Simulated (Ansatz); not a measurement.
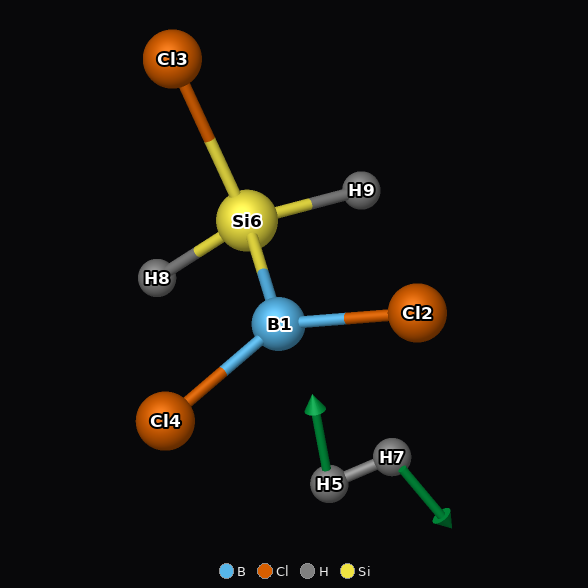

The arrows show one normal mode. Harmonic vibrations computed with RKS PBE0-D4/def2-TZVP (Ansatz 0.2.0) at a stationary point of the same level.

Q: Estimate its harmonic wavenumber.

A: 272 cm⁻¹; it is mode 9 of 21 counted from the lowest.
